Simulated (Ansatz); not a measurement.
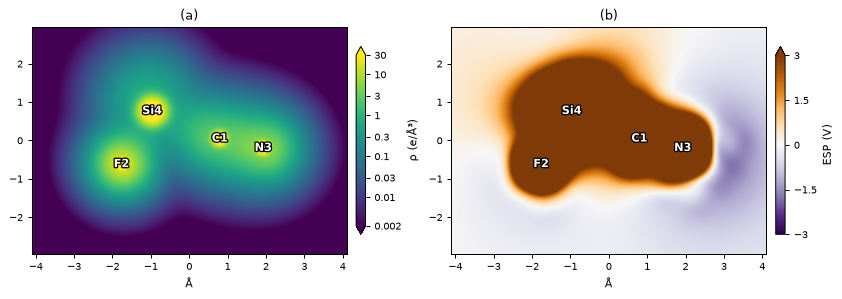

*CFNSi. (a) total electron density; (b) electrostatic potential on the molecular plane.*

Geometry: PBE0-D4/def2-TZVP.

These are results of isolated molecule in a Gaussian basis; Kohn-Sham density functional theory, functional PBE0 (Ansatz), not measurements.

```xyz
4

C    -1.3228   -1.0690   -1.4714
F    -1.5171   -0.9998    1.1602
N    -1.7609   -1.0125   -2.5391
Si   -0.3072   -1.2118    0.1336
```

Q: Read the bonding off the picture.

A:
- The section cuts through C, F, N and Si sites.
- C–N (1.16 Å): ρ at the midpoint is about 3.8 e/Å³.
- Si–F (1.60 Å): ρ at the midpoint is about 1.2 e/Å³.
- C–Si (1.90 Å): ρ at the midpoint is about 0.87 e/Å³.
- Outside the dense part of the molecule the potential is most negative (−1.8 V) near N3.
